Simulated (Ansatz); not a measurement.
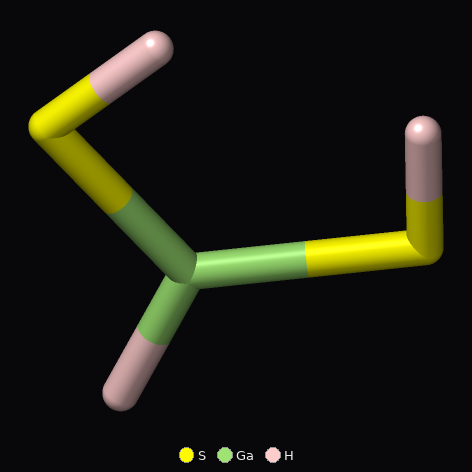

A stick model of a molecule. Every bond is drawn as one stick, whatever its order.

Description:

Formula GaH₃S₂. SMILES: `[SH][GaH][SH]`. This geometry has C2v symmetry. All atoms lie on one plane. Coordination: 2 S bent; 1 Ga trigonal planar.

More results for the same structure follow; atom numbers are the same in all pictures, views and colours differ. Computed geometry: PBE0-D4/def2-TZVP optimisation.

Shape

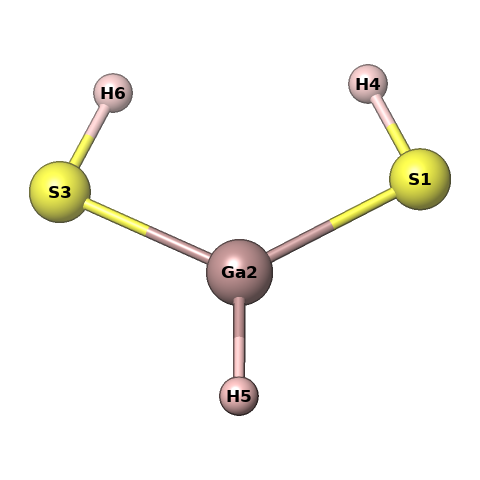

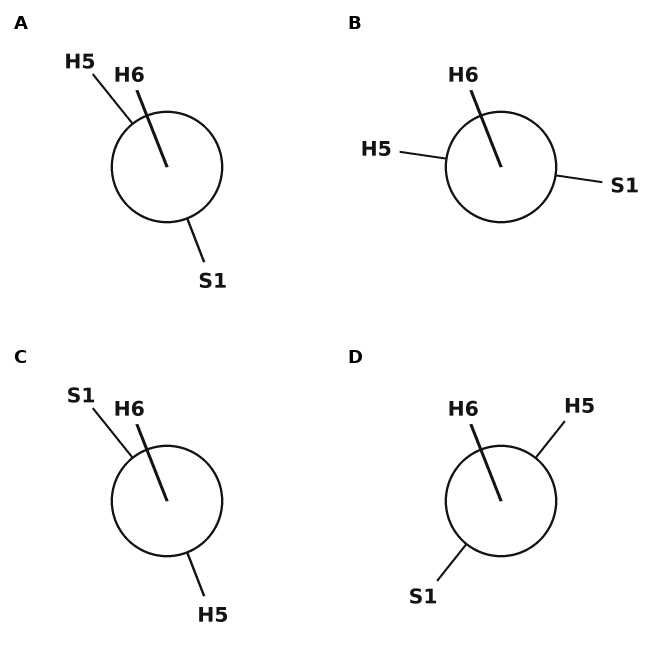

Depth is shown by fading: the farther an atom, the more it takes the colour of the background. Bonds that would overlap in a projection are set slightly apart.

Which Newman projection shows the view along S3–Ga2, with S3 in front?

C. The torsion angle H6–S3–Ga2–S1 is 0°, synperiplanar (eclipsed).

Levels of theory compared

Program: Ansatz 0.2.0.

Compare HOMO energy (eV), HOMO–LUMO gap (eV), vertical IP (eV) at these levels: B3LYP-D4/def2-TZVPP; PBE-D4/def2-TZVPP; PBE0-D4/def2-TZVPP; r2SCAN-D4/def2-TZVPP; ωB97M-V/def2-TZVPP; ωB97X-V/def2-TZVPP.

| level | HOMO energy (eV) | HOMO–LUMO gap (eV) | vertical IP (eV) |
| --- | --- | --- | --- |
| B3LYP-D4/def2-TZVPP | −7.33 | 5.91 | 9.54 |
| PBE-D4/def2-TZVPP | −6.40 | 4.46 | 9.28 |
| PBE0-D4/def2-TZVPP | −7.59 | 6.40 | 9.59 |
| r2SCAN-D4/def2-TZVPP | −6.69 | 4.97 | 9.44 |
| ωB97M-V/def2-TZVPP | −9.74 | 10.27 | 9.92 |
| ωB97X-V/def2-TZVPP | −9.92 | 10.62 | 9.98 |

Charges

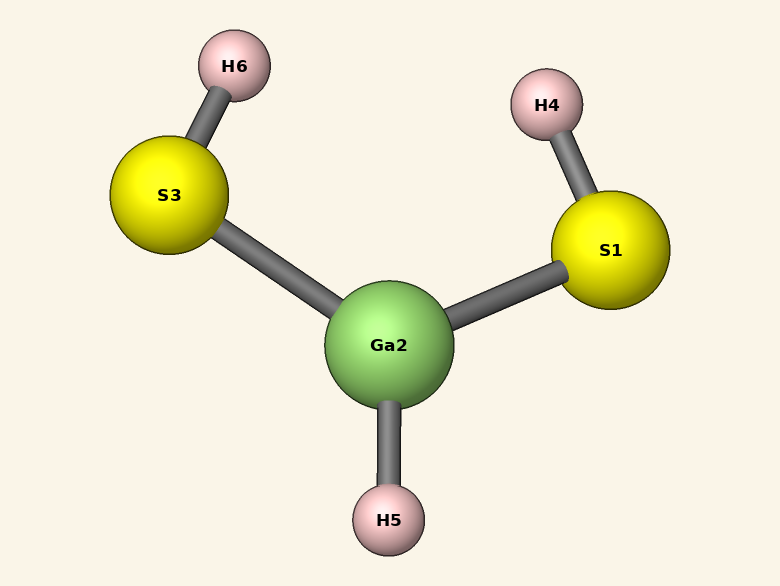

The questions are on Mulliken charges. Method: RKS r2SCAN-D4/def2-TZVPP (Ansatz 0.2.0).

Which atom carries the highest charge (most positive or least negative)?

Ga2 (0.35 e).

And the lowest?

S1, S3 (−0.26 e).

Give the Mulliken charges atom by atom.

```
atom  value (e)
  S1      −0.26
 Ga2       0.35
  S3      −0.26
  H4       0.10
  H5      −0.04
  H6       0.10
```

Dipole moment

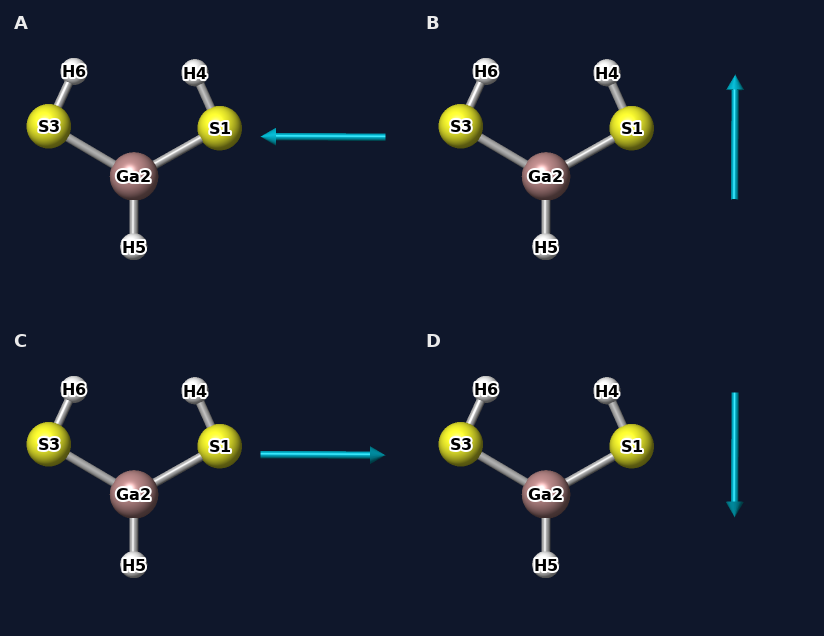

The same molecule four times, each with an arrow. Method: RKS ωB97M-V/def2-TZVPP (Ansatz 0.2.0).

Which arrow points along the dipole moment, from the negative to the positive end?

B. The dipole moment is 0.50 D; it points from the side of H5 to the side of H4, H6 (the outermost atoms at the two ends).

Thermal motion

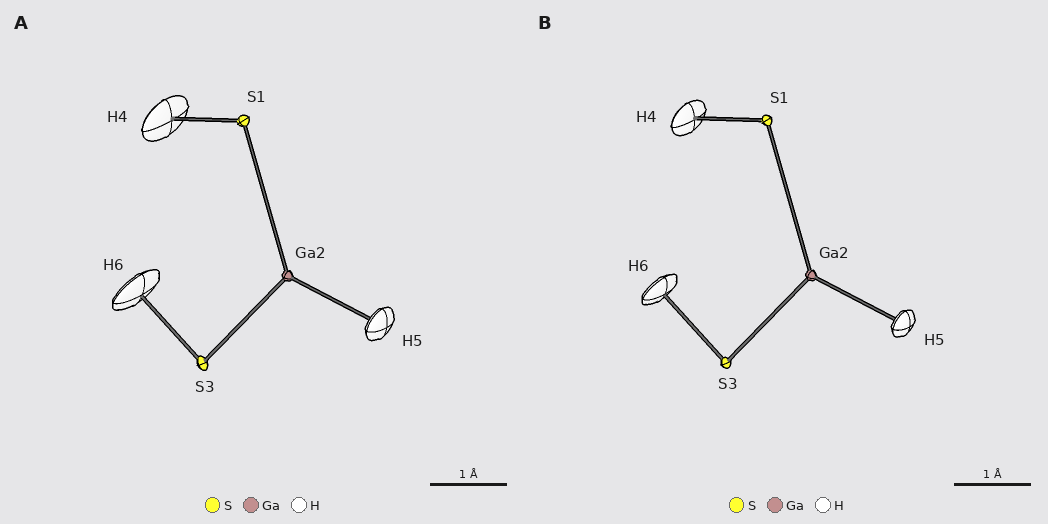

Displacement ellipsoids at the 50 % level, scaled by 0.7, from the internal vibrations of the free molecule (harmonic, no overall translation or rotation; no half-axis is drawn under 0.075 Å). Vibrations computed with RKS PBE0-D4/def2-TZVP (Ansatz 0.2.0). One panel is for 298 K, the other for 600 K.

Which panel is for 600 K?

A.

How much does the mean-square displacement of H6 grow, and why?

U_eq goes from 0.0547 to 0.0964 Å², a factor of 1.8. Modes below kT (417 cm⁻¹ at 600 K) grow about in proportion to T, and the lowest lies at 127 cm⁻¹; the mean-square amplitude of a mode is its zero-point value times coth(ħω/2kT), which comes close to 1 only above about 3kT.

Mulliken values depend strongly on the basis set and can even reverse the polarity of a bond.
